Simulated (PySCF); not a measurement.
# C2H6GeSi (SMILES [SiH3]C#[C][GeH3]) at 3 levels

Wanted: a comparison of 3 runs (HF/pc-0, HF/pc-1, HF/aug-pc-1) of C2H6GeSi. Input form: a Python script.

The results are computed with PySCF 2.14.0.

**1. The structure to begin with**

C2H6GeSi: 10 atoms, total charge 0, spin state singlet. As SMILES, `[SiH3]C#[C][GeH3]`. Geometry: relaxed at PBE0-D4/def2-TZVP.

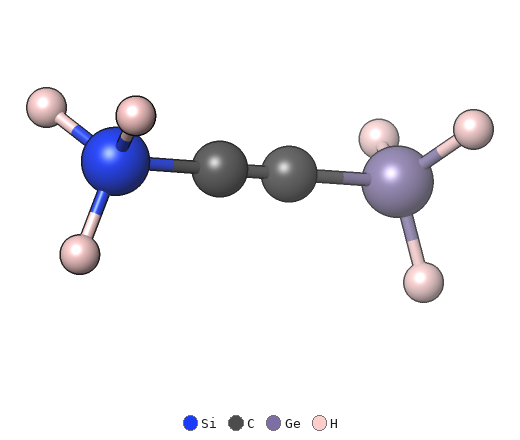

The structure, seen from a chosen angle (silicon blue, carbon dark grey, germanium purple, hydrogen pink).

**2. The response to a field at HF/pc-0 (run 1)**

input.py reads:

```python
import numpy
from pyscf import gto, scf
from pyscf.prop.polarizability import rhf

mol = gto.M(
    atom=[
    ('Si', (-1.195500, 1.664500, -1.346800)),
    ('C', (-0.307500, 0.425400, -0.346900)),
    ('C', (0.285700, -0.398700, 0.317400)),
    ('Ge', (1.220900, -1.687100, 1.357300)),
    ('H', (-2.005200, 0.974200, -2.380700)),
    ('H', (-2.086400, 2.460600, -0.467300)),
    ('H', (-0.213000, 2.562300, -2.002500)),
    ('H', (0.755900, -3.085800, 0.936900)),
    ('H', (0.905400, -1.442500, 2.837200)),
    ('H', (2.722900, -1.524100, 1.098200)),
],
    spin=0,
    max_memory=1860,
    verbose=3,
    basis='pc-0',
    charge=0,
)

calc0 = scf.RHF(mol)
calc0.conv_tol = 1e-10
calc0.kernel()
if not calc0.converged:
    calc0 = calc0.newton().run(calc0.mo_coeff, calc0.mo_occ)

e_tot = calc0.e_tot
print('E(%s) = %.9f' % ('HF', e_tot))
pol = rhf.Polarizability(calc0)
alpha = pol.polarizability()
print('isotropic polarizability %.4f bohr^3' % (numpy.trace(alpha) / 3))
alpha_w = pol.polarizability_with_freq(freq=0.0774)
beta = pol.hyper_polarizability()
```

Command:

```sh
$ OMP_NUM_THREADS=1 python input.py
```

Standard output:

```text
converged SCF energy = -2441.43172964133
E(HF) = -2441.431729641
isotropic polarizability 65.9538 bohr^3
```

It took 42 s on 1 thread of Arm Neoverse V1, shared host; peak memory 0.13 GiB.

**3. The response to a field at HF/pc-1 (run 2)**

run.py reads:

```python
import numpy
from pyscf import gto, scf
from pyscf.prop.polarizability import rhf

mol = gto.Mole()
mol.atom = [
    ('Si', (-1.195500, 1.664500, -1.346800)),
    ('C', (-0.307500, 0.425400, -0.346900)),
    ('C', (0.285700, -0.398700, 0.317400)),
    ('Ge', (1.220900, -1.687100, 1.357300)),
    ('H', (-2.005200, 0.974200, -2.380700)),
    ('H', (-2.086400, 2.460600, -0.467300)),
    ('H', (-0.213000, 2.562300, -2.002500)),
    ('H', (0.755900, -3.085800, 0.936900)),
    ('H', (0.905400, -1.442500, 2.837200)),
    ('H', (2.722900, -1.524100, 1.098200)),
]
mol.charge = 0
mol.max_memory = 1860
mol.verbose = 3
mol.basis = 'pc-1'
mol.build()

mf = scf.RHF(mol)
mf.conv_tol = 1e-10
mf.kernel()
if not mf.converged:
    mf = mf.newton().run(mf.mo_coeff, mf.mo_occ)

energy = mf.e_tot
print('E(%s) = %.9f' % ('HF', energy))
pol = rhf.Polarizability(mf)
alpha = pol.polarizability()
print('isotropic polarizability %.4f bohr^3' % (numpy.trace(alpha) / 3))
alpha_w = pol.polarizability_with_freq(freq=0.0774)
beta = pol.hyper_polarizability()
```

Command:

```sh
$ OMP_NUM_THREADS=1 python run.py
```

Standard output:

```text
converged SCF energy = -2443.32575309896
E(HF) = -2443.325753099
isotropic polarizability 70.9806 bohr^3
```

Wall time 1.8 min (1 thread of Arm Neoverse V1, shared host); peak memory 0.23 GiB.

**4. The polarisability at HF/aug-pc-1 (run 3)**

job.py reads:

```python
import numpy
from pyscf import gto
from pyscf.prop.polarizability import rhf

mol = gto.Mole()
mol.atom = [
    ('Si', (-1.195500, 1.664500, -1.346800)),
    ('C', (-0.307500, 0.425400, -0.346900)),
    ('C', (0.285700, -0.398700, 0.317400)),
    ('Ge', (1.220900, -1.687100, 1.357300)),
    ('H', (-2.005200, 0.974200, -2.380700)),
    ('H', (-2.086400, 2.460600, -0.467300)),
    ('H', (-0.213000, 2.562300, -2.002500)),
    ('H', (0.755900, -3.085800, 0.936900)),
    ('H', (0.905400, -1.442500, 2.837200)),
    ('H', (2.722900, -1.524100, 1.098200)),
]
mol.verbose = 3
mol.max_memory = 1860
mol.basis = 'aug-pc-1'
mol.charge = 0
mol.build()

mf = mol.RHF()
mf.conv_tol = 1e-10
mf.kernel()
if not mf.converged:
    mf = mf.newton().run(mf.mo_coeff, mf.mo_occ)

energy = mf.e_tot
print('E = %.10f Eh' % energy)
pol = rhf.Polarizability(mf)
alpha = pol.polarizability()
print('isotropic polarizability %.4f bohr^3' % (numpy.trace(alpha) / 3))
alpha_w = pol.polarizability_with_freq(freq=0.0774)
beta = pol.hyper_polarizability()
```

Command:

```sh
$ OMP_NUM_THREADS=1 python job.py
```

Standard output:

```text
converged SCF energy = -2443.33615947627
E = -2443.3361594763 Eh
isotropic polarizability 78.9987 bohr^3
```

It took 11 min on 1 thread of Arm Neoverse V1, shared host; peak memory 0.82 GiB.

**5. Overview of the runs**

```
run        level   energy (Eh)  dipole moment (D)  HOMO energy (eV)  LUMO energy (eV)  wall time
  1      HF/pc-0  -2441.431730               0.43            -10.95              3.35       42 s
  2      HF/pc-1  -2443.325753               0.58            -10.77              3.02    1.8 min
  3  HF/aug-pc-1  -2443.336159               0.54            -10.72              0.81     11 min
```

**6. What came out**

| quantity | value |
| --- | --- |
| run 3: total energy | -2443.33616 Eh |
| run 3: dipole moment | 0.54 D |
| run 3: HOMO energy | -10.72 eV |
| run 3: LUMO energy | 0.81 eV |
| run 3: HOMO–LUMO gap | 11.53 eV |
| run 3: mean static polarisability | 79.0 bohr³ |
| run 3: mean polarisability at ω = 0.0774 Eh | 81.9 bohr³ |

What this shows: The dipole moment (its size) runs from 0.43 D (HF/pc-0) to 0.58 D (HF/pc-1). The HOMO–LUMO gap runs from 11.53 eV (HF/aug-pc-1) to 14.30 eV (HF/pc-0). All runs together took 14 min, the longest 11 min.
